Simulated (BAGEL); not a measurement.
# CH7NSi (SiH3(NHMe)) at 4 levels

Aim: a comparison of 4 runs (B3LYP/6-31G*, B3LYP/def2-SVPD, PBE0/def2-SVPD, RI-MP2/def2-SVPD) of CH7NSi (SiH3(NHMe)). 

Program for the calculation: BAGEL 1.2.2.

## 1. The molecule

The species is CH7NSi (10 atoms), meant as a singlet with charge 0. SMILES: `[H][Si]([H])([H])NC`. The coordinates come from a GFN2-xTB relaxation.

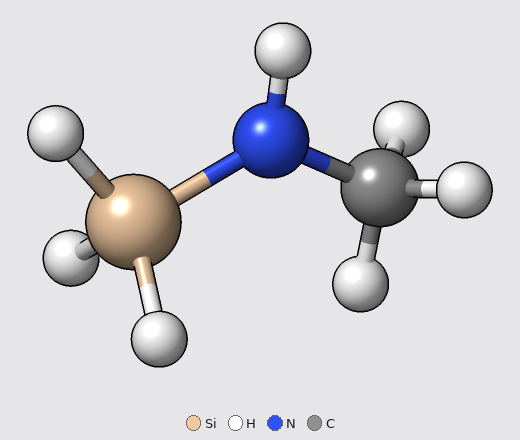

The structure, seen from a chosen angle (silicon light orange, hydrogen white, nitrogen blue, carbon grey).

## 2. A single-point energy at B3LYP/6-31G(d) (density fitting with qzvpp-jkfit, spherical functions) (run 1)

File input.json:

```json
{ "bagel" : [

{
  "title" : "molecule",
  "basis" : "6-31gs.json",
  "df_basis" : "qzvpp-jkfit",
  "angstrom" : true,
  "geometry" : [
    { "atom" : "Si", "xyz" : [       0.565090,       0.977310,       0.865240 ] },
    { "atom" : "H", "xyz" : [       0.506010,       0.899320,       2.321820 ] },
    { "atom" : "H", "xyz" : [       1.952630,       1.004180,       0.382030 ] },
    { "atom" : "H", "xyz" : [      -0.106200,       2.183260,       0.360110 ] },
    { "atom" : "N", "xyz" : [      -0.239160,      -0.436230,       0.333750 ] },
    { "atom" : "C", "xyz" : [      -0.471120,      -0.811260,      -1.036120 ] },
    { "atom" : "H", "xyz" : [      -0.617760,      -1.098540,       0.989190 ] },
    { "atom" : "H", "xyz" : [      -1.542170,      -0.876000,      -1.257490 ] },
    { "atom" : "H", "xyz" : [      -0.032030,      -0.062270,      -1.690820 ] },
    { "atom" : "H", "xyz" : [      -0.015290,      -1.779770,      -1.267710 ] }
  ]
},

{
  "title" : "ks",
  "xc_func" : "b3lyp"
},

{
  "title" : "print",
  "file" : "orbitals.molden",
  "orbitals" : true
}

]}
```

The basis set 6-31G* is read from a file made from the Basis Set Exchange's data (not shown).

The run is started by

```bash
$ BAGEL_NUM_THREADS=1 BAGEL input.json > input.out
```

The log of the run:

```text
* using 1 threads per process

  ===============================================================
  ===============================================================

  *** Geometry ***

  { "atom" : "Si", "xyz" : [      1.067865,      1.846848,      1.635067 ] },
  { "atom" : "H", "xyz" : [      0.956220,      1.699468,      4.387604 ] },
  { "atom" : "H", "xyz" : [      3.689936,      1.897625,      0.721932 ] },
  { "atom" : "H", "xyz" : [     -0.200689,      4.125763,      0.680509 ] },
  { "atom" : "N", "xyz" : [     -0.451947,     -0.824355,      0.630696 ] },
  { "atom" : "C", "xyz" : [     -0.890288,     -1.533059,     -1.957983 ] },
  { "atom" : "H", "xyz" : [     -1.167397,     -2.075940,      1.869298 ] },
  { "atom" : "H", "xyz" : [     -2.914279,     -1.655400,     -2.376312 ] },
  { "atom" : "H", "xyz" : [     -0.060528,     -0.117673,     -3.195187 ] },
  { "atom" : "H", "xyz" : [     -0.028894,     -3.363278,     -2.395625 ] },

  Number of auxiliary basis functions:      406

  Since a DF basis is specified, we compute 2- and 3-index integrals:
    o Being stored without compression. Storage requirement is 0.012 GB

  Number of basis functions:       60
  Number of electrons      :       34

    * METHOD: MOLECULE                             0.15

  *** Kohn-Sham DFT ***

    * Removing 17744 points whose weight is below 1.00e-10
    * Grid points: 131316

  === Nuclear Repulsion ===
   116.8646124710

       - DIIS with orbital gradients will be used.

  === KS iteration (b3lyp / 6-31gs.json) ===
      0       -362.37977690          0.17358328           0.29
      1       -365.44597235          0.12927318           0.28
      2       -357.05374498          0.20347462           0.28
      3       -379.37590088          0.14482639           0.28
      4       -384.97714234          0.08254603           0.28
      5       -381.79544369          0.11132614           0.28
      6       -385.55209990          0.06339179           0.28
      7       -385.90988986          0.04984959           0.28
      8       -386.51510737          0.01321354           0.27
      9       -386.55935284          0.00153368           0.28
     10       -386.56020433          0.00024768           0.28
     11       -386.56022183          0.00011464           0.28
     12       -386.56022599          0.00001778           0.28
     13       -386.56022605          0.00000271           0.28
     14       -386.56022606          0.00000042           0.28
     15       -386.56022606          0.00000009           0.28
     16       -386.56022606          0.00000004           0.28
     17       -386.56022606          0.00000001           0.28
    * SCF iteration converged.

    * Permanent dipole moment:
           (    0.205822,     0.347729,     0.060359) a.u.

    * METHOD: KS                                   5.56

    * METHOD: PRINT                                0.01

  ===============================================================
```

Run time: 6 s. Hardware: 1 thread of Arm Neoverse V2, shared host; peak memory 0.38 GiB.

## 3. The energy at B3LYP/def2-SVPD (density fitting with qzvpp-jkfit) (run 2)

File input.json:

```json
{ "bagel": [

{
  "title": "molecule",
  "basis": "def2-svpd.json",
  "df_basis": "qzvpp-jkfit",
  "angstrom": true,
  "geometry": [
    { "atom": "Si", "xyz": [       0.565090,       0.977310,       0.865240 ] },
    { "atom": "H", "xyz": [       0.506010,       0.899320,       2.321820 ] },
    { "atom": "H", "xyz": [       1.952630,       1.004180,       0.382030 ] },
    { "atom": "H", "xyz": [      -0.106200,       2.183260,       0.360110 ] },
    { "atom": "N", "xyz": [      -0.239160,      -0.436230,       0.333750 ] },
    { "atom": "C", "xyz": [      -0.471120,      -0.811260,      -1.036120 ] },
    { "atom": "H", "xyz": [      -0.617760,      -1.098540,       0.989190 ] },
    { "atom": "H", "xyz": [      -1.542170,      -0.876000,      -1.257490 ] },
    { "atom": "H", "xyz": [      -0.032030,      -0.062270,      -1.690820 ] },
    { "atom": "H", "xyz": [      -0.015290,      -1.779770,      -1.267710 ] }
  ]
},

{ "title": "ks", "xc_func": "b3lyp" },

{ "title": "print", "file": "orbitals.molden", "orbitals": true }

]}
```

The basis set def2-SVPD is read from a file made from the Basis Set Exchange's data (not shown).

The run is started by

```bash
$ BAGEL_NUM_THREADS=1 BAGEL input.json > input.out
```

The log of the run:

```text
* using 1 threads per process

  ===============================================================
  ===============================================================

  *** Geometry ***

  { "atom" : "Si", "xyz" : [      1.067865,      1.846848,      1.635067 ] },
  { "atom" : "H", "xyz" : [      0.956220,      1.699468,      4.387604 ] },
  { "atom" : "H", "xyz" : [      3.689936,      1.897625,      0.721932 ] },
  { "atom" : "H", "xyz" : [     -0.200689,      4.125763,      0.680509 ] },
  { "atom" : "N", "xyz" : [     -0.451947,     -0.824355,      0.630696 ] },
  { "atom" : "C", "xyz" : [     -0.890288,     -1.533059,     -1.957983 ] },
  { "atom" : "H", "xyz" : [     -1.167397,     -2.075940,      1.869298 ] },
  { "atom" : "H", "xyz" : [     -2.914279,     -1.655400,     -2.376312 ] },
  { "atom" : "H", "xyz" : [     -0.060528,     -0.117673,     -3.195187 ] },
  { "atom" : "H", "xyz" : [     -0.028894,     -3.363278,     -2.395625 ] },

  Number of auxiliary basis functions:      406

  Since a DF basis is specified, we compute 2- and 3-index integrals:
    o Being stored without compression. Storage requirement is 0.047 GB

  Number of basis functions:      120
  Number of electrons      :       34

    * METHOD: MOLECULE                             0.20

  *** Kohn-Sham DFT ***

    * Removing 17744 points whose weight is below 1.00e-10
    * Grid points: 131316

  === Nuclear Repulsion ===
   116.8646124710

       - DIIS with orbital gradients will be used.

  === KS iteration (b3lyp / def2-svpd.json) ===
      0       -360.59539976          0.10086720           0.55
      1       -353.52328436          0.11764395           0.56
      2       -359.34410330          0.11603793           0.57
      3       -383.36539079          0.06637851           0.56
      4       -386.14547252          0.02387967           0.55
      5       -386.32194543          0.01413111           0.55
      6       -386.37185505          0.01063937           0.55
      7       -386.42058187          0.00524939           0.56
      8       -386.43378104          0.00144792           0.56
      9       -386.43466410          0.00039442           0.56
     10       -386.43473181          0.00003553           0.56
     11       -386.43473233          0.00000980           0.56
     12       -386.43473238          0.00000081           0.56
     13       -386.43473238          0.00000022           0.56
     14       -386.43473238          0.00000017           0.57
     15       -386.43473238          0.00000003           0.56
     16       -386.43473238          0.00000000           0.56
    * SCF iteration converged.

    * Permanent dipole moment:
           (    0.200579,     0.339841,     0.080746) a.u.

    * METHOD: KS                                  10.23

    * METHOD: PRINT                                0.02

  ===============================================================
```

Run time: 11 s. Hardware: 1 thread of Arm Neoverse V2, shared host; peak memory 0.68 GiB.

## 4. The energy at PBE0/def2-SVPD (density fitting with qzvpp-jkfit) (run 3)

File dft.json:

```json
{ "bagel" : [

{
  "title" : "molecule",
  "basis" : "def2-svpd.json",
  "df_basis" : "qzvpp-jkfit",
  "angstrom" : true,
  "geometry" : [
    { "atom" : "Si", "xyz" : [    0.565090,    0.977310,    0.865240 ] },
    { "atom" : "H", "xyz" : [    0.506010,    0.899320,    2.321820 ] },
    { "atom" : "H", "xyz" : [    1.952630,    1.004180,    0.382030 ] },
    { "atom" : "H", "xyz" : [   -0.106200,    2.183260,    0.360110 ] },
    { "atom" : "N", "xyz" : [   -0.239160,   -0.436230,    0.333750 ] },
    { "atom" : "C", "xyz" : [   -0.471120,   -0.811260,   -1.036120 ] },
    { "atom" : "H", "xyz" : [   -0.617760,   -1.098540,    0.989190 ] },
    { "atom" : "H", "xyz" : [   -1.542170,   -0.876000,   -1.257490 ] },
    { "atom" : "H", "xyz" : [   -0.032030,   -0.062270,   -1.690820 ] },
    { "atom" : "H", "xyz" : [   -0.015290,   -1.779770,   -1.267710 ] }
  ]
},
{ "title" : "ks", "xc_func" : "pbe0" },
{ "title" : "print", "file" : "orbitals.molden", "orbitals" : true }

]}
```

The basis set def2-SVPD is read from a file made from the Basis Set Exchange's data (not shown).

The run is started by

```bash
$ BAGEL_NUM_THREADS=1 BAGEL dft.json > dft.out
```

The log of the run:

```text
* using 1 threads per process

  ===============================================================
  ===============================================================

  *** Geometry ***

  { "atom" : "Si", "xyz" : [      1.067865,      1.846848,      1.635067 ] },
  { "atom" : "H", "xyz" : [      0.956220,      1.699468,      4.387604 ] },
  { "atom" : "H", "xyz" : [      3.689936,      1.897625,      0.721932 ] },
  { "atom" : "H", "xyz" : [     -0.200689,      4.125763,      0.680509 ] },
  { "atom" : "N", "xyz" : [     -0.451947,     -0.824355,      0.630696 ] },
  { "atom" : "C", "xyz" : [     -0.890288,     -1.533059,     -1.957983 ] },
  { "atom" : "H", "xyz" : [     -1.167397,     -2.075940,      1.869298 ] },
  { "atom" : "H", "xyz" : [     -2.914279,     -1.655400,     -2.376312 ] },
  { "atom" : "H", "xyz" : [     -0.060528,     -0.117673,     -3.195187 ] },
  { "atom" : "H", "xyz" : [     -0.028894,     -3.363278,     -2.395625 ] },

  Number of auxiliary basis functions:      406

  Since a DF basis is specified, we compute 2- and 3-index integrals:
    o Being stored without compression. Storage requirement is 0.047 GB

  Number of basis functions:      120
  Number of electrons      :       34

    * METHOD: MOLECULE                             0.20

  *** Kohn-Sham DFT ***

    * Removing 17744 points whose weight is below 1.00e-10
    * Grid points: 131316

  === Nuclear Repulsion ===
   116.8646124710

       - DIIS with orbital gradients will be used.

  === KS iteration (pbe0 / def2-svpd.json) ===
      0       -360.34483014          0.10067294           0.56
      1       -353.05255080          0.11503721           0.56
      2       -359.51159316          0.11485706           0.56
      3       -383.35962283          0.06422915           0.55
      4       -385.88600041          0.02317536           0.55
      5       -386.04443669          0.01465669           0.56
      6       -386.09843593          0.01097027           0.56
      7       -386.15485069          0.00485124           0.56
      8       -386.16646344          0.00127705           0.56
      9       -386.16715840          0.00033355           0.55
     10       -386.16720680          0.00002825           0.55
     11       -386.16720712          0.00000775           0.54
     12       -386.16720715          0.00000090           0.53
     13       -386.16720715          0.00000015           0.54
     14       -386.16720715          0.00000012           0.54
     15       -386.16720715          0.00000002           0.54
     16       -386.16720715          0.00000000           0.56
    * SCF iteration converged.

    * Permanent dipole moment:
           (    0.203843,     0.345496,     0.081165) a.u.

    * METHOD: KS                                  10.14

    * METHOD: PRINT                                0.02

  ===============================================================
```

Wall time 11 s (1 thread of Arm Neoverse V2, shared host); peak memory 0.68 GiB.

## 5. A single-point energy at RI-MP2/def2-SVPD (density fitting with qzvpp-jkfit) (run 4)

File input.json:

```json
{ "bagel": [

{
  "title": "molecule",
  "basis": "def2-svpd.json",
  "df_basis": "qzvpp-jkfit",
  "angstrom": true,
  "geometry": [
    { "atom": "Si", "xyz": [    0.565090,    0.977310,    0.865240 ] },
    { "atom": "H", "xyz": [    0.506010,    0.899320,    2.321820 ] },
    { "atom": "H", "xyz": [    1.952630,    1.004180,    0.382030 ] },
    { "atom": "H", "xyz": [   -0.106200,    2.183260,    0.360110 ] },
    { "atom": "N", "xyz": [   -0.239160,   -0.436230,    0.333750 ] },
    { "atom": "C", "xyz": [   -0.471120,   -0.811260,   -1.036120 ] },
    { "atom": "H", "xyz": [   -0.617760,   -1.098540,    0.989190 ] },
    { "atom": "H", "xyz": [   -1.542170,   -0.876000,   -1.257490 ] },
    { "atom": "H", "xyz": [   -0.032030,   -0.062270,   -1.690820 ] },
    { "atom": "H", "xyz": [   -0.015290,   -1.779770,   -1.267710 ] }
  ]
},
{ "title": "hf" },
{ "title": "mp2", "ncore": 7 }

]}
```

The basis set def2-SVPD is read from a file made from the Basis Set Exchange's data (not shown).

The run is started by

```bash
$ BAGEL_NUM_THREADS=1 BAGEL input.json > input.out
```

The log of the run:

```text
* using 1 threads per process

  ===============================================================
  ===============================================================

  *** Geometry ***

  { "atom" : "Si", "xyz" : [      1.067865,      1.846848,      1.635067 ] },
  { "atom" : "H", "xyz" : [      0.956220,      1.699468,      4.387604 ] },
  { "atom" : "H", "xyz" : [      3.689936,      1.897625,      0.721932 ] },
  { "atom" : "H", "xyz" : [     -0.200689,      4.125763,      0.680509 ] },
  { "atom" : "N", "xyz" : [     -0.451947,     -0.824355,      0.630696 ] },
  { "atom" : "C", "xyz" : [     -0.890288,     -1.533059,     -1.957983 ] },
  { "atom" : "H", "xyz" : [     -1.167397,     -2.075940,      1.869298 ] },
  { "atom" : "H", "xyz" : [     -2.914279,     -1.655400,     -2.376312 ] },
  { "atom" : "H", "xyz" : [     -0.060528,     -0.117673,     -3.195187 ] },
  { "atom" : "H", "xyz" : [     -0.028894,     -3.363278,     -2.395625 ] },

  Number of auxiliary basis functions:      406

  Since a DF basis is specified, we compute 2- and 3-index integrals:
    o Being stored without compression. Storage requirement is 0.047 GB

  Number of basis functions:      120
  Number of electrons      :       34

    * METHOD: MOLECULE                             0.20

  *** RHF ***

  === Nuclear Repulsion ===
   116.8646124710

      * DIIS with orbital gradients will be used.

  === RHF iteration (def2-svpd.json) ===
      0       -385.02305492          0.01455058           0.08
      1       -385.13648207          0.00924338           0.08
      2       -385.17506111          0.00144281           0.08
      3       -385.17679998          0.00032139           0.08
      4       -385.17686159          0.00008554           0.08
      5       -385.17686677          0.00001442           0.08
      6       -385.17686698          0.00000330           0.08
      7       -385.17686699          0.00000085           0.08
      8       -385.17686699          0.00000023           0.08
      9       -385.17686699          0.00000007           0.08
     10       -385.17686699          0.00000003           0.08
     11       -385.17686699          0.00000001           0.08
    * SCF iteration converged.

    * Permanent dipole moment:
           (    0.194158,     0.327682,     0.078603) a.u.

    * METHOD: HF                                   1.10

  *** RHF ***

  === Nuclear Repulsion ===
   116.8646124710

      * DIIS with orbital gradients will be used.

  === RHF iteration (def2-svpd.json) ===
      0       -385.17686699          0.00000000           0.07
    * SCF iteration converged.

    * Permanent dipole moment:
           (    0.194158,     0.327682,     0.078603) a.u.

  === DF-MP2 calculation ===

    * freezing 7 orbitals
    * 3-index integral transformation done
    * assembly done

      MP2 correlation energy:   -0.4425656883      0.06

      MP2 total energy:       -385.6194326800

    * METHOD: MP2                                  0.24

  ===============================================================
```

Run time: 1.7 s. Hardware: 1 thread of Arm Neoverse V2, shared host; peak memory 0.14 GiB.

## 6. Overview of the runs

| run | level | frozen core orbitals | energy (Eh) | dipole moment (D) | HOMO energy (eV) | LUMO energy (eV) | wall time |
| --- | --- | --- | --- | --- | --- | --- | --- |
| 1 | B3LYP/6-31G* (density fitting with qzvpp-jkfit, spherical functions) | – | -386.560226 | 1.04 | -6.01 | 0.85 | 6 s |
| 2 | B3LYP/def2-SVPD (density fitting with qzvpp-jkfit) | – | -386.434732 | 1.02 | -6.36 | 0.10 | 11 s |
| 3 | PBE0/def2-SVPD (density fitting with qzvpp-jkfit) | – | -386.167207 | 1.04 | -6.58 | 0.36 | 11 s |
| 4 | RI-MP2/def2-SVPD (density fitting with qzvpp-jkfit) | 7 | -385.619433 | – | – | – | 1.7 s |

## 7. Outcome

| quantity | value |
| --- | --- |
| run 4: total energy | -385.61943 Eh |
| run 4: correlation energy (7 core orbitals frozen) | -442.6 mEh |

**Reading.** Over runs 1, 2, 3 the dipole moment (its size) runs from 1.02 D (B3LYP/def2-SVPD) to 1.04 D (PBE0/def2-SVPD). Over runs 1, 2, 3 the HOMO–LUMO gap runs from 6.46 eV (B3LYP/def2-SVPD) to 6.94 eV (PBE0/def2-SVPD). Totals of different functionals can't be ranked against each other. All runs together took 29 s, the longest 11 s.
